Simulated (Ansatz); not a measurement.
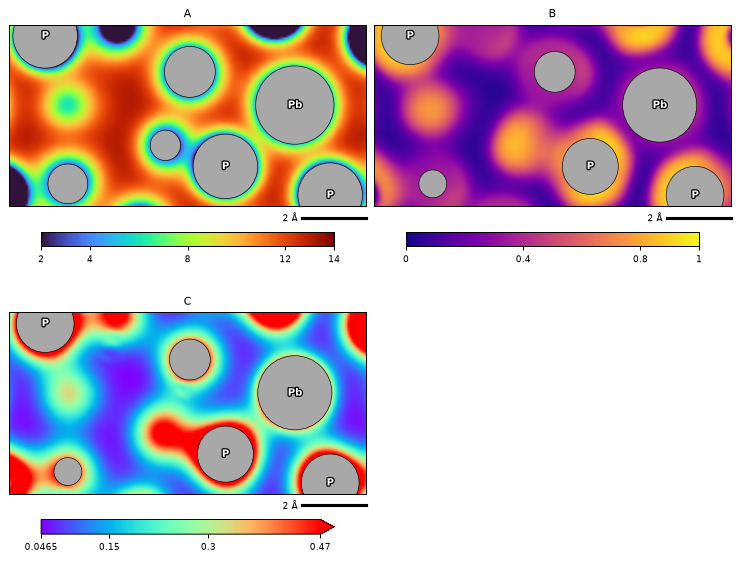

Ge2P4Pb: 3 fields on the (111) plane of the conventional cell, with unlabelled colour scales. Grey discs cover the atomic cores.

Space group P1; a structure from a database of computed crystals, not necessarily the ambient phase; started from the Mn2B4Mo-71 prototype, which need not be the ambient phase; changed on purpose from its base cell (shaken).

Method: Ansatz 0.2.0, DFT, PBEsol, plane waves, PAW.

**Which field does each panel show? The fields are: electron localisation function, electrostatic potential energy of an electron and valence pseudo-density.**

Panel A: electrostatic potential energy of an electron (low next to the atoms, rising into the space between them). Panel B: electron localisation function. Panel C: valence pseudo-density. From the grid: P–Pb (2.89 Å): the density is about 0.28 e/Å³ at the midpoint; the ELF peaks at about 0.90 in the valence shell of P, 0.9 Å from its nucleus, and drops to about 0.25 between the two atoms.
